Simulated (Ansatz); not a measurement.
How basis sets differ on CHClFNSi (SMILES N#C[SiH](F)Cl)

CHClFNSi: 6 atoms, total charge 0, spin state singlet. SMILES: `N#C[SiH](F)Cl`. The coordinates come from a PBE0-D4/def2-TZVP relaxation.

Each level gives the HOMO–LUMO gap (eV). The values are calculated.

| level | kind | program | value (eV) |
| --- | --- | --- | --- |
| HF/STO-3G | Hartree–Fock | Ansatz | 18.84 |
| HF/3-21G | Hartree–Fock | Ansatz | 16.09 |
| HF/def2-SVP | Hartree–Fock | Ansatz | 15.99 |
| HF/def2-TZVP | Hartree–Fock | Ansatz | 15.61 |

The values span 15.61 to 18.84 eV. A Hartree–Fock LUMO above zero doesn't converge with the basis: it sinks as sets grow more diffuse. Orbital gaps aren't excitation energies.

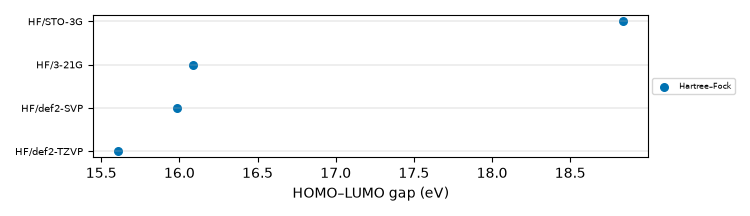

The values of the table, level by level.
